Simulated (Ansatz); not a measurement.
System (SMILES): FF (F2).
Atoms: F1, F2. Bonds: F1-F2.

Basis-set convergence of the optimised F1-F2 bond length at MP2 with Ansatz (a program for electronic structure). The reference of a correlated method is not its basis-set limit, which lies further on. All functions are spherical. Cores are frozen. A restricted Hartree-Fock determinant is unstable towards unrestricted orbitals. No added dispersion term, no relativity. Reference: the value in pcseg-4, 1.3954 Å, itself unsure by roughly 0.0010 Å (its mean distance from aug-pcseg-3, aug-cc-pVQZ, cc-pV5Z). Deviations are taken from unrounded values.

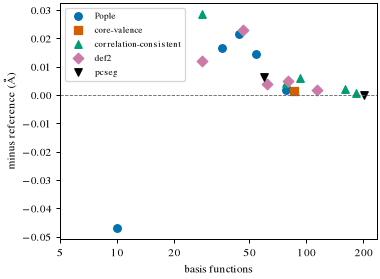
Deviation from the reference against the number of basis functions, by family of sets.

```json
[
 {"basis": "STO-3G", "functions": "10", "optimised F1-F2 bond length (Å)": "1.3483", "minus reference (Å)": "-0.0471"},
 {"basis": "cc-pVDZ", "functions": "28", "optimised F1-F2 bond length (Å)": "1.4240", "minus reference (Å)": "0.0286"},
 {"basis": "def2-SVP", "functions": "28", "optimised F1-F2 bond length (Å)": "1.4074", "minus reference (Å)": "0.0120"},
 {"basis": "6-311G**", "functions": "36", "optimised F1-F2 bond length (Å)": "1.4119", "minus reference (Å)": "0.0165"},
 {"basis": "6-311+G**", "functions": "44", "optimised F1-F2 bond length (Å)": "1.4167", "minus reference (Å)": "0.0213"},
 {"basis": "def2-SVPD", "functions": "46", "optimised F1-F2 bond length (Å)": "1.4182", "minus reference (Å)": "0.0228"},
 {"basis": "6-311++G(2d,2p)", "functions": "54", "optimised F1-F2 bond length (Å)": "1.4100", "minus reference (Å)": "0.0146"},
 {"basis": "pcseg-2", "functions": "60", "optimised F1-F2 bond length (Å)": "1.4016", "minus reference (Å)": "0.0062"},
 {"basis": "def2-TZVPP", "functions": "62", "optimised F1-F2 bond length (Å)": "1.3991", "minus reference (Å)": "0.0038"},
 {"basis": "6-311++G(3df,3pd)", "functions": "78", "optimised F1-F2 bond length (Å)": "1.3972", "minus reference (Å)": "0.0018"},
 {"basis": "jun-cc-pV(T+d)Z", "functions": "78", "optimised F1-F2 bond length (Å)": "1.3994", "minus reference (Å)": "0.0040"},
 {"basis": "def2-TZVPPD", "functions": "80", "optimised F1-F2 bond length (Å)": "1.4002", "minus reference (Å)": "0.0048"},
 {"basis": "cc-pCVTZ", "functions": "86", "optimised F1-F2 bond length (Å)": "1.3969", "minus reference (Å)": "0.0015"},
 {"basis": "aug-cc-pVTZ", "functions": "92", "optimised F1-F2 bond length (Å)": "1.4014", "minus reference (Å)": "0.0060"},
 {"basis": "def2-QZVPP", "functions": "114", "optimised F1-F2 bond length (Å)": "1.3970", "minus reference (Å)": "0.0016"},
 {"basis": "aug-cc-pVQZ", "functions": "160", "optimised F1-F2 bond length (Å)": "1.3975", "minus reference (Å)": "0.0021"},
 {"basis": "cc-pV5Z", "functions": "182", "optimised F1-F2 bond length (Å)": "1.3959", "minus reference (Å)": "0.0005"},
 {"basis": "pcseg-4", "functions": "202", "optimised F1-F2 bond length (Å)": "1.3954", "minus reference (Å)": "0.0000"}
]
```
